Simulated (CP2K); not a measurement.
**C3H6F2 (1,3-difluoropropane) at B3LYP/cc-pVDZ**

What is the energy change on altering one bond length of C3H6F2 (1,3-difluoropropane) at B3LYP/cc-pVDZ? 

The calculation is run with CP2K 2026.2.

## Step 1: The molecule

The species is C3H6F2 (11 atoms), meant as a singlet with charge 0. SMILES: `FCCCF`. The shape is that of a PBE0-D4/def2-TZVP optimisation. This is one conformer, not always the lowest.

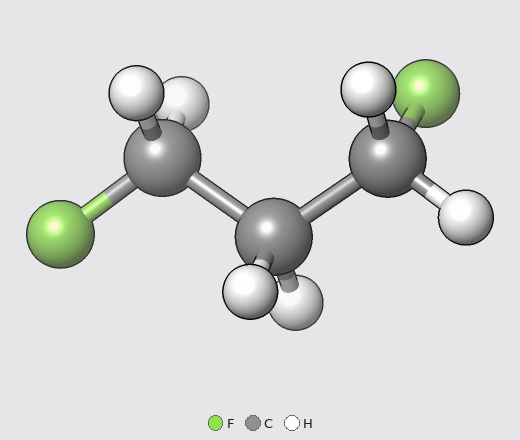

Viewed from a chosen angle; fluorine green, carbon grey, hydrogen white.

## Step 2: The energy at B3LYP/cc-pVDZ

File qs.inp:

```
&GLOBAL
   PROJECT qs
   RUN_TYPE ENERGY
   PRINT_LEVEL MEDIUM
&END GLOBAL
&FORCE_EVAL
   METHOD QS
   &DFT
      BASIS_SET_FILE_NAME ./cc_pvdz.basis
      POTENTIAL_FILE_NAME POTENTIAL
      CHARGE 0
      MULTIPLICITY 1
      &QS
         METHOD GAPW
         EPS_DEFAULT 1.0E-10
      &END QS
      &MGRID
         CUTOFF 280
         REL_CUTOFF 50
         NGRIDS 4
      &END MGRID
      &POISSON
         PERIODIC NONE
         POISSON_SOLVER MULTIPOLE
      &END POISSON
      # self-consistent field
      &SCF
         SCF_GUESS ATOMIC
         EPS_SCF 1.0E-06
         MAX_SCF 30
         &OT ON
            MINIMIZER DIIS
            PRECONDITIONER FULL_ALL
         &END OT
         &OUTER_SCF
            EPS_SCF 1.0E-06
            MAX_SCF 8
         &END OUTER_SCF
      &END SCF
      # exchange and correlation
      &XC
         &XC_FUNCTIONAL
            &HYB_GGA_XC_B3LYP
            &END HYB_GGA_XC_B3LYP
         &END XC_FUNCTIONAL
         # exact exchange
         &HF
            FRACTION 0.2
            &SCREENING
               EPS_SCHWARZ 1.0E-10
               SCREEN_ON_INITIAL_P F
            &END SCREENING
            &INTERACTION_POTENTIAL
               POTENTIAL_TYPE COULOMB
            &END INTERACTION_POTENTIAL
            &MEMORY
               MAX_MEMORY 1050
            &END MEMORY
         &END HF
      &END XC
      # extra output
      &PRINT
         &MOMENTS
            PERIODIC F
            REFERENCE COM
            MAX_MOMENT 1
         &END MOMENTS
         &MO_CUBES
            NLUMO 3
            NHOMO -1
            WRITE_CUBE F
         &END MO_CUBES
         &LOWDIN ON
         &END LOWDIN
         &HIRSHFELD OFF
         &END HIRSHFELD
         &MO_MOLDEN ON
            NDIGITS 8
            NLUMO 3
         &END MO_MOLDEN
      &END PRINT
   &END DFT
   # atoms, cell and kinds
   &SUBSYS
      &CELL
         ABC [angstrom] 10.9 10.6 9.9
         PERIODIC NONE
      &END CELL
      &COORD
         F     -1.964400     1.432700    -0.107100
         C     -0.715300     1.000700     0.300600
         C     -0.375000    -0.298800    -0.387800
         C      0.967500    -0.838200     0.034700
         F      1.975600     0.040200    -0.331200
         H     -0.744500     0.875300     1.388600
         H      0.008000     1.781800     0.054100
         H     -0.388200    -0.154300    -1.471600
         H     -1.138100    -1.046200    -0.147100
         H      1.026200    -0.968100     1.120800
         H      1.173400    -1.798000    -0.445900
      &END COORD
      &TOPOLOGY
         &CENTER_COORDINATES
         &END CENTER_COORDINATES
      &END TOPOLOGY
      &KIND F
         BASIS_SET cc-pVDZ
         POTENTIAL ALL
         LEBEDEV_GRID 194
         RADIAL_GRID 100
      &END KIND
      &KIND C
         BASIS_SET cc-pVDZ
         POTENTIAL ALL
         LEBEDEV_GRID 194
         RADIAL_GRID 100
      &END KIND
      &KIND H
         BASIS_SET cc-pVDZ
         POTENTIAL ALL
         LEBEDEV_GRID 194
         RADIAL_GRID 100
      &END KIND
   &END SUBSYS
&END FORCE_EVAL
```

Command:

```
OMP_NUM_THREADS=1 cp2k.psmp -i qs.inp > qs.out 2>&1
```

What it wrote:

```text
CP2K| version string:                                       CP2K version 2026.2
[...]
 GLOBAL| Method name                                                        CP2K
[...]
 GLOBAL| Run type                                                         ENERGY
[...]
 DFT| Spin restricted Kohn-Sham (RKS) calculation                            RKS
 DFT| Multiplicity                                                             1
[...]
 DFT| Charge                                                                   0
[...]
 FUNCTIONAL| HYB_GGA_XC_B3LYP:
[...]
 QS| Method:                                                                GAPW
[...]
 QS| Density cutoff [a.u.]:                                                140.0
[...]
 QS| Relative density cutoff [a.u.]:                                        25.0
[...]
                             - Atoms:                                         11
[...]
                             - Spherical basis functions:                    100
[...]
 Number of electrons:                                                         42
[...]
     1 OT DIIS     0.15E+00    7.4     0.16168547      -310.5626315391 -3.11E+02
[...]
    20 OT DIIS     0.15E+00    1.6     0.00000080      -317.6136524649 -1.07E-09
  *** SCF run converged in    20 steps ***
[...]
  Overlap energy of the core charge distribution:               0.00000492701387
  Self energy of the core charge distribution:               -304.92786297996633
  Core Hamiltonian energy:                                    -28.06394790563545
  Hartree energy:                                              78.18152105038030
  Exchange-correlation energy:                                -12.00510425138670
  Hartree-Fock Exchange energy:                                -7.57502630274829
[...]
 WARNING : did not converge in ot_eigensolver
 number of iterations          299  exceeded maximum
 current gradient / target gradient   5.5737530154257361E-004  /    1.0000000000000001E-005
[...]
                     Mulliken Population Analysis
 #  Atom  Element  Kind  Atomic population                           Net charge
       1     F        1          9.248532                             -0.248532
       2     C        2          5.755715                              0.244285
       3     C        2          6.070292                             -0.070292
       4     C        2          5.772504                              0.227496
       5     F        1          9.249392                             -0.249392
       6     H        3          0.993063                              0.006937
       7     H        3          0.980403                              0.019597
       8     H        3          0.971932                              0.028068
       9     H        3          0.982416                              0.017584
      10     H        3          0.989484                              0.010516
      11     H        3          0.986266                              0.013734
 # Total charge                             42.000000                  0.000000
[...]
  Dipole moment [Debye]
    X=  0.2122465E+00 Y= -0.1619363E+01 Z=  0.7342365E+00  Total=      1.7906668
[...]
 WARNING : did not converge in ot_eigensolver
 number of iterations          299  exceeded maximum
 current gradient / target gradient   5.5736921828608088E-004  /    1.0000000000000001E-005
[...]
 HOMO - LUMO gap [eV] :   10.248006
 ENERGY| Total FORCE_EVAL ( QS ) energy [hartree]           -317.613652464859456
[...]
```

It took 43 s on 1 thread of Arm Neoverse V1, shared host; peak memory 0.67 GiB.

## Step 3: The distorted shape at the same level

File molecule.inp:

```
&GLOBAL
 PROJECT molecule
 RUN_TYPE ENERGY
 PRINT_LEVEL MEDIUM
&END GLOBAL

&FORCE_EVAL
 METHOD Quickstep
 &DFT
  BASIS_SET_FILE_NAME ./cc_pvdz.basis
  POTENTIAL_FILE_NAME POTENTIAL
  CHARGE 0
  MULTIPLICITY 1
  # Quickstep
  &QS
   METHOD GAPW
   EPS_DEFAULT 1.0E-10
  &END QS
  # real-space grids
  &MGRID
   CUTOFF 280
   REL_CUTOFF 50
   NGRIDS 4
  &END MGRID
  &POISSON
   PERIODIC NONE
   POISSON_SOLVER MULTIPOLE
  &END POISSON
  # self-consistent field
  &SCF
   SCF_GUESS ATOMIC
   EPS_SCF 1.0E-07
   MAX_SCF 150
   ADDED_MOS 5
   &DIAGONALIZATION
    ALGORITHM STANDARD
   &END DIAGONALIZATION
   &MIXING
    METHOD DIRECT_P_MIXING
    ALPHA 0.4
   &END MIXING
  &END SCF
  &XC
   &XC_FUNCTIONAL
    &HYB_GGA_XC_B3LYP
    &END HYB_GGA_XC_B3LYP
   &END XC_FUNCTIONAL
   # exact exchange
   &HF
    FRACTION 0.2
    &SCREENING
     EPS_SCHWARZ 1.0E-10
     SCREEN_ON_INITIAL_P F
    &END SCREENING
    &INTERACTION_POTENTIAL
     POTENTIAL_TYPE COULOMB
    &END INTERACTION_POTENTIAL
    &MEMORY
     MAX_MEMORY 1050
    &END MEMORY
   &END HF
  &END XC
  # extra output
  &PRINT
   &MOMENTS
    PERIODIC F
    REFERENCE COM
    MAX_MOMENT 1
   &END MOMENTS
   &MO ON
    ENERGIES T
    OCCUPATION_NUMBERS T
    NDIGITS 6
    &EACH
     QS_SCF 0
    &END EACH
    ADD_LAST NUMERIC
   &END MO
   &LOWDIN ON
   &END LOWDIN
   &HIRSHFELD OFF
   &END HIRSHFELD
  &END PRINT
 &END DFT
 # atoms, cell and kinds
 &SUBSYS
  # vacuum box
  &CELL
   ABC [angstrom] 11 10.8 10
   PERIODIC NONE
  &END CELL
  &COORD
   F     -2.015456     1.627666    -0.003818
   C     -0.766356     1.195666     0.403882
   C     -0.375000    -0.298800    -0.387800
   C      0.967500    -0.838200     0.034700
   F      1.975600     0.040200    -0.331200
   H     -0.795556     1.070266     1.491882
   H     -0.043056     1.976766     0.157382
   H     -0.388200    -0.154300    -1.471600
   H     -1.138100    -1.046200    -0.147100
   H      1.026200    -0.968100     1.120800
   H      1.173400    -1.798000    -0.445900
  &END COORD
  &TOPOLOGY
   &CENTER_COORDINATES
   &END CENTER_COORDINATES
  &END TOPOLOGY
  &KIND F
   BASIS_SET cc-pVDZ
   POTENTIAL ALL
   LEBEDEV_GRID 194
   RADIAL_GRID 100
  &END KIND
  &KIND C
   BASIS_SET cc-pVDZ
   POTENTIAL ALL
   LEBEDEV_GRID 194
   RADIAL_GRID 100
  &END KIND
  &KIND H
   BASIS_SET cc-pVDZ
   POTENTIAL ALL
   LEBEDEV_GRID 194
   RADIAL_GRID 100
  &END KIND
 &END SUBSYS
&END FORCE_EVAL
```

Command:

```
OMP_NUM_THREADS=1 cp2k.psmp -i molecule.inp -o molecule.out
```

What it wrote (excerpt; [...] marks lines left out):

```text
CP2K| version string:                                       CP2K version 2026.2
[...]
 GLOBAL| Method name                                                        CP2K
[...]
 GLOBAL| Run type                                                         ENERGY
[...]
 DFT| Spin restricted Kohn-Sham (RKS) calculation                            RKS
 DFT| Multiplicity                                                             1
[...]
 DFT| Charge                                                                   0
[...]
 FUNCTIONAL| HYB_GGA_XC_B3LYP:
[...]
 QS| Method:                                                                GAPW
[...]
 QS| Density cutoff [a.u.]:                                                140.0
[...]
 QS| Relative density cutoff [a.u.]:                                        25.0
[...]
                             - Atoms:                                         11
[...]
                             - Spherical basis functions:                    100
[...]
 Number of electrons:                                                         42
[...]
     1 P_Mix/Diag. 0.40E+00    7.4     0.98015314      -318.1807320557 -3.18E+02
[...]
    15 DIIS/Diag.  0.38E-07    1.9     0.00000003      -317.5971735846 -2.27E-13
  *** SCF run converged in    15 steps ***
[...]
  Overlap energy of the core charge distribution:               0.00000483421847
  Self energy of the core charge distribution:               -304.92786297996633
  Core Hamiltonian energy:                                    -28.30385792297895
  Hartree energy:                                              78.40059607418502
  Exchange-correlation energy:                                -11.94658435545536
  Hartree-Fock Exchange energy:                                -7.55766903648382
[...]
                     Mulliken Population Analysis
 #  Atom  Element  Kind  Atomic population                           Net charge
       1     F        1          9.241658                             -0.241658
       2     C        2          5.786983                              0.213017
       3     C        2          6.096989                             -0.096989
       4     C        2          5.761380                              0.238620
[...]
  Dipole moment [Debye]
    X=  0.1568151E+00 Y= -0.1536562E+01 Z=  0.7740750E+00  Total=      1.7276587
 ENERGY| Total FORCE_EVAL ( QS ) energy [hartree]           -317.597173584592383
[...]
```

It took 35 s on 1 thread of Arm Neoverse V1, shared host; peak memory 0.77 GiB.

## Step 4: Outcome

At B3LYP/cc-pVDZ:

```
                                                         quantity          value
                                        first shape: total energy  -317.61365 Eh
                                       first shape: dipole moment         1.79 D
                                         first shape: HOMO energy       -8.76 eV
                                         first shape: LUMO energy        1.48 eV
                                       first shape: HOMO–LUMO gap       10.25 eV
                                    distorted shape: total energy  -317.59717 Eh
                                   distorted shape: dipole moment         1.73 D
                                     distorted shape: HOMO energy       -8.37 eV
                                     distorted shape: LUMO energy        1.50 eV
                                   distorted shape: HOMO–LUMO gap        9.87 eV
energy change with the C2–C3 bond stretched from 1.509 to 1.736 Å       0.448 eV
```

In words: With the C2–C3 bond stretched from 1.509 to 1.736 Å the energy rises by 0.45 eV (43.3 kJ/mol). The first shape isn't relaxed at this level, so the change isn't measured from a minimum.
